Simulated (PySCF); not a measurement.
Consider C$_{3}$H$_{8}$O$_{3}$Si (SMILES CO[SiH](C=O)OC).

Input file:

```
{"job": {"kind": "uv", "xc": "wB97X-D", "basis": "def2-SVPD", "nstates": 8, "ntriplets": 3}, "charge": 0, "multiplicity": 1}
C      1.663354    -1.590911     1.255135
O      1.224279    -0.279017     1.037381
Si     0.443570     0.337049    -0.227535
C      0.164765     2.155323     0.301954
O     -0.592569     2.881133    -0.296193
O     -0.976558    -0.428054    -0.387202
C     -2.076718    -0.085893    -1.190003
H      2.108331    -1.634150     2.249293
H      2.411028    -1.868606     0.509915
H      0.830122    -2.291871     1.196423
H      1.204756     0.275941    -1.477580
H      0.691788     2.549849     1.195297
H     -2.938648    -0.647581    -0.828809
H     -2.282521     0.983399    -1.128827
H     -1.879392    -0.348622    -2.231163
```

Run with:

```sh
OMP_NUM_THREADS=1 python probes_run.py task.json out
```

Geometry: GFN2-xTB.

Level of theory: wB97X-D/def2-SVPD, SCF density, gas phase (PySCF 2.14.0).

> What will maps of the electron density and electron localisation function show?

Si–O (1.61 Å): ρ at the midpoint is about 1.2 e/Å³; the ELF peaks at about 0.85 between the atoms, as expected for a short, strongly polar bond.
C–Si (1.91 Å): ρ is about 0.98 e/Å³ halfway; the ELF peaks at about 1 between the atoms: a shared electron pair.
C–H (1.09 Å): the density is about 2 e/Å³ at the midpoint; the ELF climbs to about 1 towards the hydrogen, as it does in any bond to H; a covalent bond by its length.
C–O (1.40 Å): ρ is about 2.1 e/Å³ halfway, with its minimum of 1.7 e/Å³ about 0.5 Å from C; the ELF peaks at about 0.90 between the atoms: a shared but strongly polarised pair.

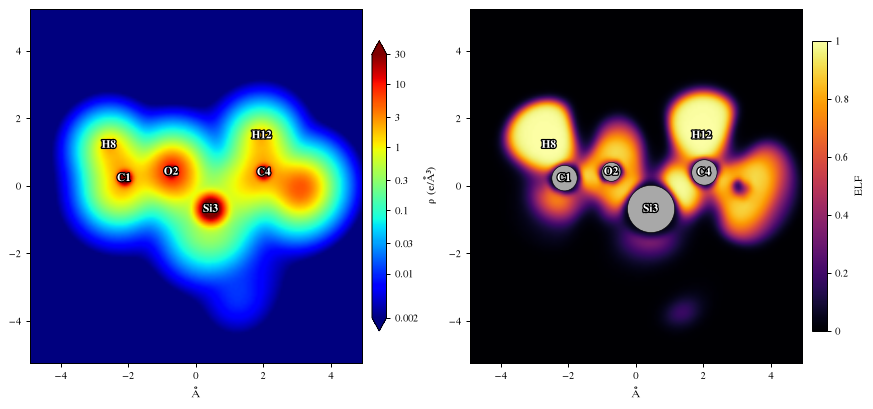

Computed electron density and electron localisation function on the plane of atoms C1, O2 and Si3, in this order. Grey discs cover the atomic cores in the ELF map. 
